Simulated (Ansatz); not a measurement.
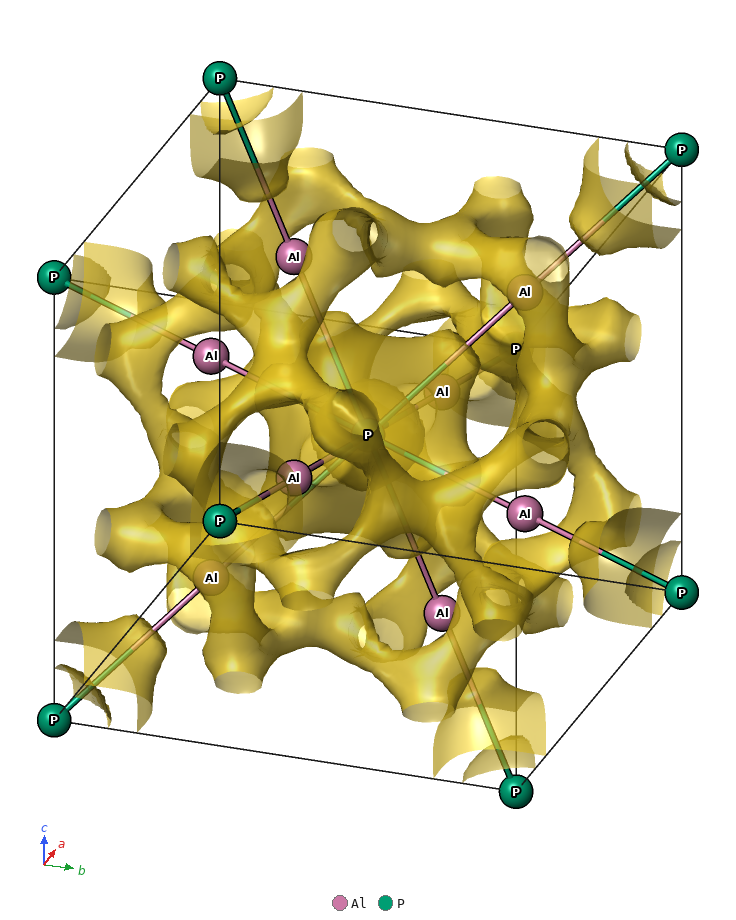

*Al$_{4}$P. Isosurface of the ELF at 0.65 (yellow), seen at an oblique angle. Core shells and regions of very low density are left out. Sticks mark near contacts.*

Space group Im-3m; a structure generated by program, which may or may not match a known phase; computed without spin polarisation.

The calculation used DFT PBE, scalar-relativistic, plane waves, PAW (Ansatz 0.2.0).

Core electrons are frozen (PAW), and the valence fields are smoothed inside the atomic spheres.

The calculation's input:

```
crystal:
  lattice:
    - [-2.8942031158, 2.8942031158, 2.8942031158]
    - [2.8942031158, -2.8942031158, 2.8942031158]
    - [2.8942031158, 2.8942031158, -2.8942031158]
  atoms:
    - { symbol: Al, position: [0.0, 0.5, 0.0] }
    - { symbol: Al, position: [0.5, 0.5, 0.5] }
    - { symbol: Al, position: [0.0, 0.0, 0.5] }
    - { symbol: Al, position: [0.5, 0.0, 0.0] }
    - { symbol: P, position: [0.0, 0.0, 0.0] }
basis:
  ecutwfc: 420
kpoints:
  mp_grid: { grid: [10, 10, 10] }
hamiltonian:
  xc: pbe
scf:
  occupations: { method: gaussian, width: 0.1 }
output:
  forces: true
  stress: true
  eigenvalues: true
  write_density: true
  write_potential: true
  elf: true
  volumetric_format: npy
relax:
  adjacent_minimum: "off"
  f_tol: 0.01
  max_steps: 80
  cell: { stress_tol: 0.05 }
```

Command:

```sh
ansatz run input.yaml --threads 1 --pin off --max-ram 2560MiB --backend cpu --events-out ev --progress --plain --runs-dir out
```

Below, planes, directions and counts refer to the conventional cell (a = 5.79 Å, b = 5.79 Å, c = 5.79 Å, α = 90.00°, β = 90.00°, γ = 90.00°).

The fields are those of the run's last geometry, not of the input's.

> What do the ELF domains correspond to?

The surface consists of two regions on P in which the atom's valence shell and bonds are merged and one network that runs through the whole crystal, counted in one cell of 10 atoms. Regions shared between cells count once. Along the contacts the grid gives the following. Al–P (2.51 Å): the ELF peaks at about 0.80 in the valence shell of P, 0.8 Å from its nucleus, and is about 0.70 at the midpoint.
